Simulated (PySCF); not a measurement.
Consider CH₁₀OSi₃.

```xyz
15

C    -3.1576   -0.4272    0.0934
O    -1.7772   -0.5725   -0.0211
Si   -0.6623    0.5631   -0.3484
Si    1.2347   -0.7393   -0.3488
Si    3.1781    0.4654   -0.0233
H    -3.4098    0.2218    0.9356
H    -3.5805    0.0031   -0.8177
H    -3.5904   -1.4150    0.2578
H    -0.7231    1.6352    0.6610
H    -1.0099    1.2521   -1.6031
H     1.3617   -1.4757   -1.6209
H     1.1629   -1.8251    0.6452
H     3.2745    1.0594    1.3126
H     4.4007   -0.3219   -0.1920
H     3.2939    1.5847   -0.9633
```

Geometry: GFN2-xTB.

These are results of PySCF, PBE0/pcSseg-1, SCF density, gas phase, non-relativistic, not measurements.

What can the converged electron density and electron localisation function tell about the bonding?

C–O (1.39 Å): the density is about 2.1 e/Å³ at the midpoint, with its minimum of 1.8 e/Å³ about 0.5 Å from C; the ELF peaks at about 0.90 between the atoms: a polar covalent bond.
Si–O (1.62 Å): the density is about 1.2 e/Å³ at the midpoint; the ELF peaks at about 0.85 between the atoms: a polar covalent bond.
Si–Si (2.30 Å): ρ at the midpoint is about 0.68 e/Å³; the ELF peaks at about 1 between the atoms: a covalent bond.
C–H (1.09 Å): ρ at the midpoint is about 2.1 e/Å³; the ELF climbs to about 1 towards the hydrogen, as it does in any bond to H; a covalent bond by its length.

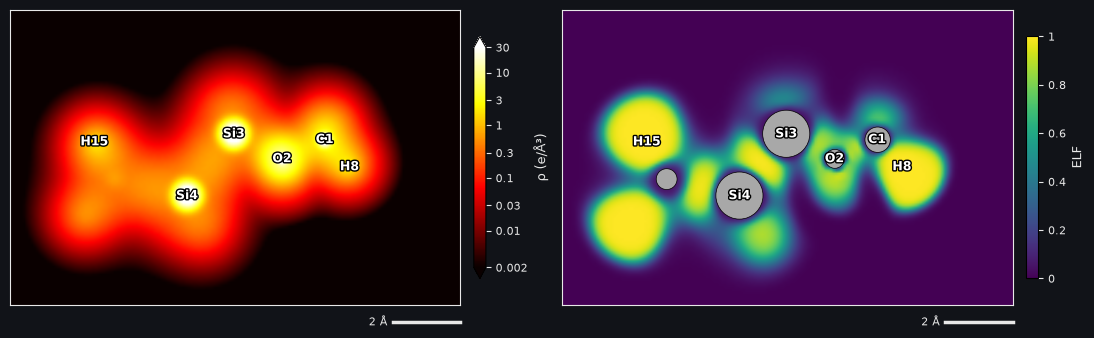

Computed electron density and electron localisation function on the plane of atoms O2, C1 and H8, in this order. Grey discs cover the atomic cores in the ELF map. 
